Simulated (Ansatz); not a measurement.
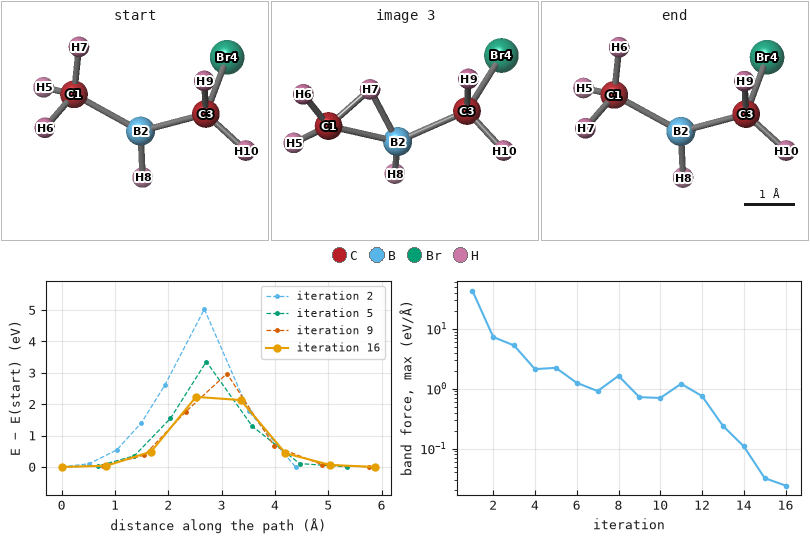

A search for the minimum-energy path of C2H6BBr by the nudged elastic band. Images are numbered from 0 (start) to 7 (end). The plot follows the band through its iterations. Style: ball-and-stick. Shown from a free direction.

Computed with Ansatz 0.2.0, RKS PBE-D4/def2-SVP. Settings: 6 movable images; no climbing image; force threshold 0.03 eV/Å; iteration limit 60; starting path through a guess of the saddle point.

**Did the band converge, and can the barrier be trusted?**

The run is converged, with reservations. The band converged in 16 iterations. The largest component of the band force went from 44 to 0.024 eV/Å. No image climbed, so the highest image needn't lie on the saddle point, and the true maximum along this path can be higher. The first iteration put the highest image at 13.08 eV. The two ends have the same energy, and the highest point, image 3, lies 2.23 eV above the start.
